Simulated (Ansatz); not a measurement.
Consider SiF.

Input file:

```
crystal:
  lattice:
    - [1.3648537241, 0.7879975737, 3.9747668618]
    - [-1.3648537241, 0.7879975737, 3.9747668618]
    - [0.0, -1.5759951474, 3.9747668618]
  atoms:
    - { symbol: Si, position: [0.5, 0.5, 0.5] }
    - { symbol: F, position: [0.0, 0.0, 0.0] }
hamiltonian:
  xc: pbe
  pseudopotentials: { kind: paw }
kpoints:
  mp_grid: { grid: [12, 12, 12] }
scf:
  occupations: { method: fermi_dirac, width: 0.05 }
output:
  forces: true
  stress: true
  eigenvalues: true
  write_density: true
  write_potential: true
  elf: true
  volumetric_format: npy
```

Command:

```sh
ansatz run input.yaml --threads 2 --pin off --max-ram 5632MiB --backend cpu --events-out ev --progress --plain --runs-dir out
```

Below, planes, directions and counts refer to the conventional cell (a = 2.73 Å, b = 2.73 Å, c = 11.92 Å, α = 90.00°, β = 90.00°, γ = 120.00°).

Space group R-3m; a generated structure, not necessarily the stable one; computed pressure about −4 GPa in this cell.

The calculation used Kohn-Sham DFT of a periodic cell, PBE, Ansatz PAW (Ansatz 0.2.0).

### Predict the valence pseudo-density and electron localisation function between the atoms.

Si–Si (2.73 Å): ρ at the midpoint is about 0.29 e/Å³; the ELF peaks at about 0.85 in the valence shell of Si, 0.9 Å from its nucleus, and is about 0.65 at the midpoint.

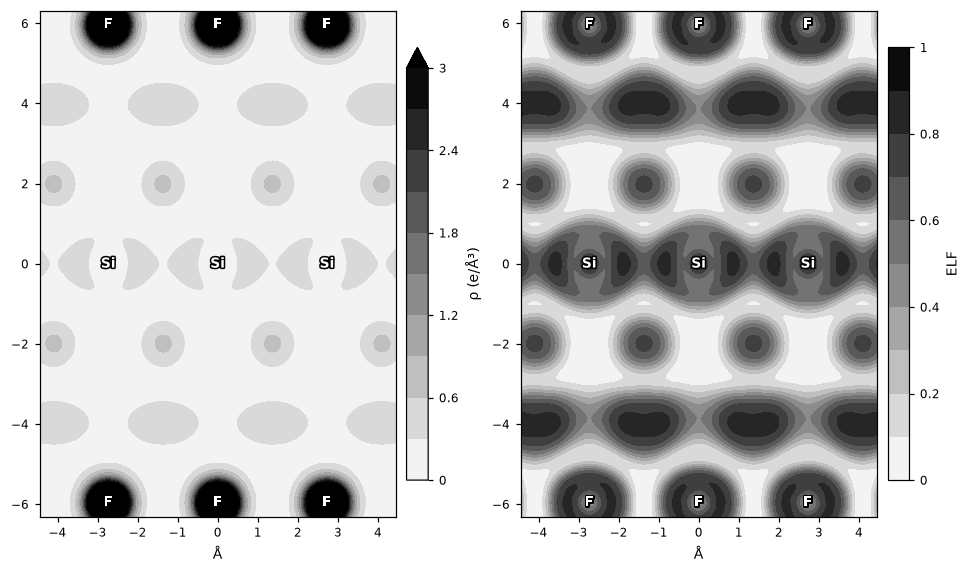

Computed valence pseudo-density and electron localisation function on the (100) plane of the conventional cell, in this order. Atoms just off the plane (Si, 0.8 Å away and F, 0.8 Å away) can leave unmarked features too.

In a PAW calculation such maps are meaningful between the atoms, not at the nuclei.
